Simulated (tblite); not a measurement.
**Geometry relaxation, with input and output: C10H26Si10**

- system: C10H26Si10
- method: GFN2-xTB geometry optimisation, gas phase (tblite 0.8.0)

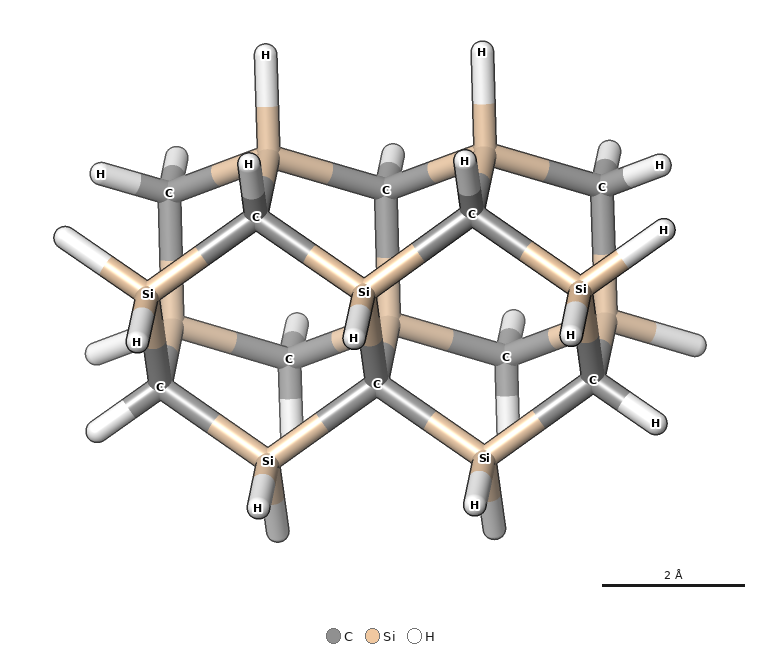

Figure 1. The structure as given in the input (stick view, seen on its broad side).

Input:
```
{"job": {"kind": "relax", "xc": "GFN2-xTB", "basis": "xTB"}, "charge": 0, "multiplicity": 1}
C     -3.078100    -0.853100     0.924600
Si    -3.086200    -0.848700    -0.968600
C     -3.077800     0.926400    -1.590000
Si    -3.083700     0.933100     1.549300
C      1.540500    -1.742500    -1.587600
C     -1.544800    -1.741800    -1.593600
C      3.083100    -0.849600     0.922900
Si     3.086400    -0.848600    -0.960200
C      0.002700    -0.853400     0.925800
Si    -0.002800    -0.852100    -0.960100
Si     1.539400    -1.742500     1.553400
Si    -1.544000    -1.743300     1.555500
C      3.079600     0.929400    -1.586000
C      0.002200     0.928100    -1.593700
C      1.539300     1.823800     0.926400
Si     1.539600     1.819300    -0.955400
Si     3.083400     0.930600     1.556400
C     -1.542600     1.815300     0.925200
Si    -1.542100     1.820500    -0.959200
Si     0.002800     0.929600     1.558200
H     -3.975300    -1.361300     1.291000
H     -4.259600    -1.528600    -1.441900
H     -3.079600     0.933300    -2.674400
H     -3.977200     1.438200    -1.229200
H     -4.258200     1.610100     1.076400
H     -3.089100     0.927800     2.998000
H      1.542200    -1.739000    -2.681700
H      1.540900    -2.768300    -1.226500
H     -1.540900    -1.740900    -2.683000
H     -1.540400    -2.768500    -1.224300
H      3.976600    -1.364500     1.288400
H      4.256800    -1.528800    -1.441500
H      1.540500    -1.741200     2.993600
H      1.543600    -3.100200     1.079200
H     -1.540300    -1.739500     2.992200
H     -1.541000    -3.096700     1.072600
H      3.082200     0.928800    -2.685100
H      3.973900     1.445000    -1.230300
H      0.001100     0.924800    -2.681100
H      1.536700     2.849700     1.290700
H      1.541400     3.174000    -1.437900
H      4.264600     1.601900     1.079200
H      3.087900     0.929700     2.991900
H     -1.538900     2.845800     1.287700
H     -1.545200     3.178000    -1.439300
H     -0.001900     0.930300     2.992100
```

The first line tells a small driver script what to run in tblite; the rest is the geometry in Å.

Run on 2 CPU threads, shared host.

Launch command:
```bash
OMP_NUM_THREADS=2 python <driver script> task.json out
```

Log:
```
step      E/eV     max force
  0   -1412.09710    1.059
  1   -1412.23527    0.627
  2   -1412.34655    0.468
  3   -1412.41498    0.514
  4   -1412.47669    0.339
  5   -1412.50554    0.297
  6   -1412.52124    0.202
  7   -1412.53018    0.167
  8   -1412.53962    0.168
  9   -1412.54936    0.191
 10   -1412.55754    0.244
 11   -1412.56425    0.201
 12   -1412.56965    0.128
 13   -1412.57317    0.084
 14   -1412.57540    0.086
 15   -1412.57733    0.097
 16   -1412.57949    0.075
 17   -1412.58150    0.068
 18   -1412.58300    0.056
 19   -1412.58425    0.061
 20   -1412.58556    0.071
 21   -1412.58694    0.070
 22   -1412.58812    0.049
 23   -1412.58906    0.057
 24   -1412.59001    0.064
 25   -1412.59116    0.063
 26   -1412.59225    0.056
 27   -1412.59294    0.037
 28   -1412.59326    0.024
 29   -1412.59344    0.020
```

Trajectory as extended XYZ (Å, eV, eV/Å), 5 of the 24 frames kept, from step=0 to step=29:
```
46
Properties=species:S:1:pos:R:3:forces:R:3 step=0 energy=-1412.09710
C    -3.0781   -0.8531    0.9246   -0.1370   0.1540   0.0250
Si   -3.0862   -0.8487   -0.9686    0.3080  -0.0640   0.1270
C    -3.0778    0.9264   -1.5900   -0.1790   0.1260  -0.0530
Si   -3.0837    0.9331    1.5493    0.3780  -0.3620   0.2190
C     1.5405   -1.7425   -1.5876    0.2050   0.1240  -0.3180
C    -1.5448   -1.7418   -1.5936   -0.1150   0.0030  -0.1450
C     3.0831   -0.8496    0.9229   -0.0240   0.0130   0.2420
Si    3.0864   -0.8486   -0.9602   -0.3550  -0.0020  -0.1210
C     0.0027   -0.8534    0.9258   -0.1260   0.0230   0.2430
Si   -0.0028   -0.8521   -0.9601    0.0290  -0.1910  -0.3880
Si    1.5394   -1.7425    1.5534    0.1470   0.4790  -0.0550
Si   -1.5440   -1.7433    1.5555    0.0940   0.5210  -0.1250
C     3.0796    0.9294   -1.5860    0.0550   0.0070  -0.4640
C     0.0022    0.9281   -1.5937   -0.0920   0.1220  -0.0150
C     1.5393    1.8238    0.9264    0.1810  -0.1020   0.1550
Si    1.5396    1.8193   -0.9554    0.0220  -0.2640  -0.1740
Si    3.0834    0.9306    1.5564   -0.3950  -0.1920  -0.1400
C    -1.5426    1.8153    0.9252   -0.0020   0.0900   0.0940
Si   -1.5421    1.8205   -0.9592    0.0950  -0.2720  -0.1200
Si    0.0028    0.9296    1.5582   -0.0710   0.0810  -0.4130
H    -3.9753   -1.3613    1.2910    0.2010   0.0910  -0.0400
H    -4.2596   -1.5286   -1.4419   -0.7860  -0.4430  -0.3310
H    -3.0796    0.9333   -2.6744   -0.1710   0.0900  -0.0640
H    -3.9772    1.4382   -1.2292    0.2600  -0.1160  -0.3300
H    -4.2582    1.6101    1.0764   -0.6920   0.3990  -0.1190
H    -3.0891    0.9278    2.9980   -0.0610   0.0460   0.5210
H     1.5422   -1.7390   -2.6817    0.0210  -0.2310   0.2220
H     1.5409   -2.7683   -1.2265    0.0320   0.0430  -0.2890
H    -1.5409   -1.7409   -2.6830   -0.0240  -0.2420   0.0920
H    -1.5404   -2.7685   -1.2243   -0.0490   0.1340  -0.3440
H     3.9766   -1.3645    1.2884   -0.1990   0.1050  -0.0220
H     4.2568   -1.5288   -1.4415    0.7780  -0.4450  -0.3300
H     1.5405   -1.7412    2.9936    0.0130  -0.0760   0.7110
H     1.5436   -3.1002    1.0792    0.0180  -0.7720  -0.0980
H    -1.5403   -1.7395    2.9922   -0.0110  -0.0860   0.7780
H    -1.5410   -3.0967    1.0726   -0.0160  -0.8040  -0.0970
H     3.0822    0.9288   -2.6851    0.1560   0.1040   0.3780
H     3.9739    1.4450   -1.2303   -0.1680  -0.0840  -0.2950
H     0.0011    0.9248   -2.6811    0.0090   0.0360  -0.0390
H     1.5367    2.8497    1.2907    0.0260  -0.0530   0.0110
H     1.5414    3.1740   -1.4379    0.0040   0.8810  -0.3270
H     4.2646    1.6019    1.0792    0.6140   0.3720  -0.0900
H     3.0879    0.9297    2.9919    0.0550   0.0410   0.7930
H    -1.5389    2.8458    1.2877   -0.0220  -0.1490  -0.0120
H    -1.5452    3.1780   -1.4393   -0.0060   0.8340  -0.3110
H    -0.0019    0.9303    2.9921    0.0020   0.0330   1.0580
46
Properties=species:S:1:pos:R:3:forces:R:3 step=6 energy=-1412.52124
C    -3.0708   -0.8385    0.9233    0.0130   0.0020   0.0090
Si   -3.1224   -0.8729   -0.9857    0.0500   0.0440   0.0140
C    -3.0751    0.9188   -1.6142   -0.0400   0.0440  -0.0640
Si   -3.1002    0.9416    1.5888    0.0490  -0.0670  -0.0250
C     1.5617   -1.7404   -1.6178    0.0230  -0.0210  -0.0710
C    -1.5617   -1.7411   -1.6190   -0.0230  -0.0280  -0.0610
C     3.0706   -0.8386    0.9233   -0.0220   0.0020   0.0440
Si    3.1220   -0.8721   -0.9844   -0.0530   0.0500   0.0010
C     0.0011   -0.8532    0.9362   -0.0190  -0.0890   0.1410
Si    0.0001   -0.8597   -0.9825   -0.0060   0.0530   0.0370
Si    1.5403   -1.7538    1.5857    0.0380   0.0630  -0.0220
Si   -1.5404   -1.7528    1.5845   -0.0160   0.0570  -0.0180
C     3.0744    0.9195   -1.6132    0.0400   0.0440  -0.0950
C    -0.0001    0.9430   -1.6036   -0.0070   0.1250   0.0070
C     1.5534    1.8129    0.9225    0.0250  -0.0340   0.0510
Si    1.5441    1.8560   -0.9857    0.0490  -0.0480   0.0420
Si    3.1012    0.9409    1.5910   -0.0620  -0.0480  -0.0530
C    -1.5529    1.8118    0.9219   -0.0030  -0.0180   0.0410
Si   -1.5455    1.8557   -0.9862   -0.0340  -0.0560   0.0400
Si    0.0005    0.9387    1.5937   -0.0040  -0.0590  -0.0780
H    -3.9572   -1.3543    1.2934    0.0410   0.0240   0.0220
H    -4.3371   -1.5729   -1.4753    0.0010   0.0160   0.0150
H    -3.1085    0.9446   -2.6988    0.0140  -0.0360  -0.0720
H    -3.9669    1.4371   -1.2730   -0.0180   0.0030  -0.0420
H    -4.3096    1.6394    1.0983   -0.0060  -0.0060   0.1780
H    -3.1033    0.9378    3.0665   -0.0630   0.0420  -0.0660
H     1.5528   -1.7774   -2.7029    0.0450   0.0140  -0.0630
H     1.5515   -2.7706   -1.2752    0.0320  -0.0320  -0.0400
H    -1.5527   -1.7800   -2.7039   -0.0430   0.0230  -0.0680
H    -1.5520   -2.7715   -1.2764   -0.0300  -0.0240  -0.0360
H     3.9571   -1.3540    1.2933   -0.0380   0.0190   0.0230
H     4.3348   -1.5731   -1.4751    0.0100   0.0130   0.0110
H     1.5447   -1.7594    3.0649    0.0260  -0.0730  -0.0680
H     1.5482   -3.1568    1.1008    0.0230   0.0600   0.1840
H    -1.5447   -1.7592    3.0640   -0.0260  -0.0750  -0.0730
H    -1.5460   -3.1551    1.0965   -0.0260   0.0620   0.1900
H     3.1085    0.9434   -2.6985   -0.0240  -0.0350  -0.0530
H     3.9657    1.4396   -1.2745    0.0230   0.0010  -0.0300
H     0.0009    0.9350   -2.6930   -0.0030   0.0320   0.0060
H     1.5464    2.8382    1.2916    0.0320  -0.0180  -0.0020
H     1.5435    3.2615   -1.4735    0.0300  -0.0470   0.0050
H     4.3143    1.6337    1.0997   -0.0120  -0.0070   0.1850
H     3.1018    0.9395    3.0686    0.0650   0.0390  -0.0670
H    -1.5468    2.8373    1.2907   -0.0280  -0.0200  -0.0020
H    -1.5464    3.2611   -1.4735   -0.0280  -0.0440   0.0040
H    -0.0013    0.9401    3.0869    0.0020   0.0510  -0.0840
46
Properties=species:S:1:pos:R:3:forces:R:3 step=14 energy=-1412.57540
C    -3.0667   -0.8342    0.9147    0.0270  -0.0070   0.0610
Si   -3.1206   -0.8663   -0.9959   -0.0110   0.0190   0.0540
C    -3.0846    0.9207   -1.6417    0.0060   0.0100  -0.0010
Si   -3.0995    0.9364    1.5958   -0.0260  -0.0080   0.0210
C     1.5656   -1.7378   -1.6416    0.0420  -0.0110  -0.0200
C    -1.5655   -1.7384   -1.6416   -0.0420  -0.0080  -0.0170
C     3.0667   -0.8350    0.9152   -0.0300  -0.0010   0.0730
Si    3.1205   -0.8661   -0.9951    0.0090   0.0220   0.0510
C     0.0003   -0.8648    0.9339   -0.0080  -0.0520   0.0680
Si    0.0001   -0.8628   -0.9946   -0.0020   0.0080   0.0260
Si    1.5444   -1.7470    1.5966   -0.0060  -0.0230  -0.0030
Si   -1.5448   -1.7470    1.5955    0.0160  -0.0250   0.0020
C     3.0842    0.9210   -1.6409   -0.0080   0.0120  -0.0090
C     0.0000    0.9527   -1.5942   -0.0040   0.0350  -0.0220
C     1.5584    1.8036    0.9199    0.0440  -0.0050   0.0170
Si    1.5591    1.8516   -0.9872   -0.0060  -0.0100   0.0080
Si    3.0997    0.9356    1.5967    0.0230   0.0010   0.0140
C    -1.5584    1.8039    0.9199   -0.0310  -0.0010   0.0090
Si   -1.5595    1.8513   -0.9873    0.0070  -0.0150   0.0030
Si    0.0000    0.9327    1.5801    0.0000  -0.0160  -0.0310
H    -3.9463   -1.3487    1.2998   -0.0140  -0.0030  -0.0450
H    -4.3414   -1.5654   -1.4680   -0.0090  -0.0010  -0.0010
H    -3.1054    0.9337   -2.7284    0.0300  -0.0110  -0.0030
H    -3.9806    1.4404   -1.3125   -0.0060  -0.0110  -0.0310
H    -4.3280    1.6436    1.1818   -0.0290   0.0100  -0.0030
H    -3.1284    0.9529    3.0700    0.0390  -0.0280   0.0210
H     1.5709   -1.7703   -2.7276   -0.0080   0.0520  -0.0320
H     1.5667   -2.7721   -1.3100   -0.0030  -0.0190   0.0060
H    -1.5706   -1.7702   -2.7277    0.0090   0.0480  -0.0320
H    -1.5664   -2.7728   -1.3100    0.0030  -0.0120   0.0020
H     3.9464   -1.3486    1.3012    0.0120  -0.0070  -0.0490
H     4.3408   -1.5647   -1.4675    0.0150  -0.0040  -0.0030
H     1.5627   -1.7872    3.0740    0.0100   0.0580  -0.0240
H     1.5643   -3.1665    1.1807    0.0130  -0.0070   0.0070
H    -1.5631   -1.7881    3.0730   -0.0100   0.0580  -0.0270
H    -1.5635   -3.1666    1.1790   -0.0140  -0.0020   0.0080
H     3.1033    0.9346   -2.7277   -0.0240  -0.0140   0.0010
H     3.9805    1.4404   -1.3124    0.0060  -0.0090  -0.0320
H    -0.0002    0.9600   -2.6835    0.0010  -0.0080  -0.0220
H     1.5602    2.8257    1.2953   -0.0080   0.0130  -0.0170
H     1.5640    3.2557   -1.4732    0.0200  -0.0140   0.0030
H     4.3298    1.6416    1.1833    0.0210   0.0080  -0.0010
H     3.1275    0.9537    3.0711   -0.0390  -0.0300   0.0180
H    -1.5588    2.8262    1.2948    0.0040   0.0110  -0.0170
H    -1.5657    3.2551   -1.4736   -0.0190  -0.0100   0.0020
H    -0.0002    0.9670    3.0702    0.0000   0.0060  -0.0350
46
Properties=species:S:1:pos:R:3:forces:R:3 step=21 energy=-1412.58694
C    -3.0660   -0.8330    0.9231   -0.0090  -0.0120  -0.0130
Si   -3.1202   -0.8614   -0.9859   -0.0410  -0.0120  -0.0430
C    -3.0857    0.9182   -1.6490    0.0160   0.0010  -0.0020
Si   -3.1077    0.9358    1.6102   -0.0120   0.0150  -0.0160
C     1.5701   -1.7314   -1.6476    0.0180   0.0030   0.0040
C    -1.5697   -1.7312   -1.6479   -0.0190   0.0030   0.0030
C     3.0659   -0.8332    0.9235    0.0100  -0.0110  -0.0160
Si    3.1202   -0.8611   -0.9858    0.0440  -0.0190  -0.0330
C     0.0000   -0.8795    0.9369   -0.0020  -0.0050  -0.0160
Si    0.0001   -0.8660   -0.9947   -0.0010   0.0340   0.0120
Si    1.5485   -1.7538    1.6024   -0.0200  -0.0080  -0.0100
Si   -1.5489   -1.7538    1.6018    0.0230  -0.0120   0.0010
C     3.0852    0.9183   -1.6488   -0.0120   0.0020   0.0020
C    -0.0001    0.9543   -1.5968    0.0000   0.0080   0.0180
C     1.5672    1.7984    0.9216    0.0080   0.0000  -0.0340
Si    1.5649    1.8465   -0.9853   -0.0350   0.0180  -0.0390
Si    3.1081    0.9359    1.6105    0.0020   0.0050  -0.0070
C    -1.5670    1.7983    0.9211   -0.0080   0.0000  -0.0320
Si   -1.5652    1.8469   -0.9858    0.0320   0.0070  -0.0400
Si   -0.0001    0.9268    1.5638    0.0020  -0.0090   0.0680
H    -3.9505   -1.3528    1.2872   -0.0200  -0.0040   0.0270
H    -4.3442   -1.5591   -1.4598    0.0190   0.0070   0.0180
H    -3.0846    0.9199   -2.7361    0.0120  -0.0200   0.0030
H    -3.9884    1.4396   -1.3425    0.0020  -0.0020  -0.0120
H    -4.3450    1.6449    1.2068    0.0550  -0.0380   0.0220
H    -3.1124    0.9401    3.0856    0.0180  -0.0130  -0.0030
H     1.5768   -1.7414   -2.7348    0.0000   0.0210  -0.0010
H     1.5729   -2.7710   -1.3310   -0.0060  -0.0020  -0.0140
H    -1.5762   -1.7414   -2.7352   -0.0010   0.0220   0.0020
H    -1.5727   -2.7705   -1.3311    0.0060  -0.0050  -0.0140
H     3.9502   -1.3536    1.2874    0.0170   0.0000   0.0260
H     4.3449   -1.5584   -1.4592   -0.0210   0.0090   0.0170
H     1.5723   -1.7611    3.0785   -0.0030   0.0240   0.0070
H     1.5770   -3.1810    1.2047    0.0080   0.0490   0.0110
H    -1.5731   -1.7623    3.0785    0.0040   0.0250  -0.0030
H    -1.5774   -3.1812    1.2039   -0.0080   0.0520   0.0110
H     3.0845    0.9198   -2.7356   -0.0140  -0.0190  -0.0040
H     3.9877    1.4398   -1.3423    0.0010  -0.0010  -0.0110
H     0.0001    0.9622   -2.6881    0.0000  -0.0070   0.0420
H     1.5608    2.8242    1.2875   -0.0080  -0.0100   0.0120
H     1.5815    3.2512   -1.4718    0.0020  -0.0160   0.0100
H     4.3450    1.6447    1.2078   -0.0480  -0.0340   0.0190
H     3.1118    0.9399    3.0864   -0.0170  -0.0130  -0.0090
H    -1.5606    2.8241    1.2867    0.0070  -0.0070   0.0140
H    -1.5823    3.2510   -1.4726   -0.0010  -0.0120   0.0090
H     0.0001    0.9773    3.0517   -0.0010  -0.0120   0.0140
46
Properties=species:S:1:pos:R:3:forces:R:3 step=29 energy=-1412.59344
C    -3.0726   -0.8384    0.9236    0.0040   0.0040  -0.0010
Si   -3.1272   -0.8621   -0.9844   -0.0030  -0.0140  -0.0130
C    -3.0810    0.9136   -1.6571   -0.0010  -0.0080  -0.0020
Si   -3.1002    0.9274    1.6150   -0.0130   0.0140  -0.0040
C     1.5734   -1.7221   -1.6511   -0.0040   0.0000  -0.0040
C    -1.5731   -1.7220   -1.6513    0.0030   0.0000  -0.0040
C     3.0722   -0.8383    0.9237   -0.0030   0.0030  -0.0020
Si    3.1275   -0.8620   -0.9843    0.0040  -0.0160  -0.0110
C    -0.0002   -0.8817    0.9382    0.0000   0.0000  -0.0040
Si    0.0001   -0.8648   -0.9913    0.0000   0.0150   0.0040
Si    1.5509   -1.7478    1.6066   -0.0080  -0.0070   0.0000
Si   -1.5514   -1.7479    1.6065    0.0100  -0.0080   0.0020
C     3.0810    0.9136   -1.6568    0.0020  -0.0080  -0.0020
C     0.0001    0.9552   -1.5927   -0.0010   0.0030  -0.0090
C     1.5652    1.7913    0.9170    0.0040   0.0100   0.0090
Si    1.5657    1.8473   -0.9892   -0.0070  -0.0060   0.0020
Si    3.1000    0.9275    1.6152    0.0090   0.0110  -0.0030
C    -1.5654    1.7915    0.9168   -0.0050   0.0090   0.0090
Si   -1.5656    1.8473   -0.9894    0.0060  -0.0090   0.0020
Si   -0.0002    0.9231    1.5685    0.0000  -0.0020   0.0150
H    -3.9573   -1.3552    1.2927    0.0040   0.0000   0.0100
H    -4.3522   -1.5597   -1.4518    0.0100   0.0020   0.0000
H    -3.0633    0.8997   -2.7440    0.0010   0.0000  -0.0030
H    -3.9875    1.4396   -1.3709    0.0010   0.0030  -0.0040
H    -4.3406    1.6327    1.2290    0.0090   0.0010   0.0020
H    -3.0868    0.9220    3.0907    0.0130  -0.0040  -0.0040
H     1.5801   -1.7093   -2.7384   -0.0040   0.0020  -0.0050
H     1.5736   -2.7678   -1.3557   -0.0010   0.0000  -0.0050
H    -1.5797   -1.7091   -2.7386    0.0040   0.0030  -0.0040
H    -1.5734   -2.7677   -1.3561    0.0020  -0.0010  -0.0040
H     3.9570   -1.3553    1.2928   -0.0040   0.0000   0.0110
H     4.3531   -1.5591   -1.4512   -0.0120   0.0020   0.0010
H     1.5745   -1.7265    3.0826   -0.0070  -0.0020   0.0080
H     1.5894   -3.1752    1.2220   -0.0080   0.0020   0.0060
H    -1.5752   -1.7272    3.0827    0.0070  -0.0010   0.0050
H    -1.5902   -3.1753    1.2216    0.0090   0.0020   0.0060
H     3.0637    0.8993   -2.7436   -0.0020   0.0010  -0.0050
H     3.9872    1.4400   -1.3704    0.0000   0.0030  -0.0040
H     0.0003    0.9568   -2.6827   -0.0010   0.0020  -0.0060
H     1.5576    2.8156    1.2860    0.0040   0.0130   0.0120
H     1.5922    3.2525   -1.4716   -0.0080  -0.0120   0.0060
H     4.3398    1.6336    1.2294   -0.0060   0.0010   0.0010
H     3.0867    0.9211    3.0910   -0.0130  -0.0030  -0.0050
H    -1.5582    2.8159    1.2858   -0.0030   0.0120   0.0120
H    -1.5920    3.2522   -1.4722    0.0080  -0.0090   0.0050
H    -0.0001    0.9754    3.0575    0.0000  -0.0070  -0.0160
```

Summary:

```json
{"quantity": "outcome", "value": "converged"}
{"quantity": "total energy", "value": "−1412.5934 eV"}
{"quantity": "HOMO", "value": "−9.54 eV"}
{"quantity": "LUMO", "value": "−4.94 eV"}
{"quantity": "point group", "value": "Cs"}
{"quantity": "dipole moment", "value": "0.78 D"}
{"quantity": "wall time", "value": "2.9 s (CPU time 3.9 s)"}
{"quantity": "peak memory", "value": "0.17 GiB"}
```
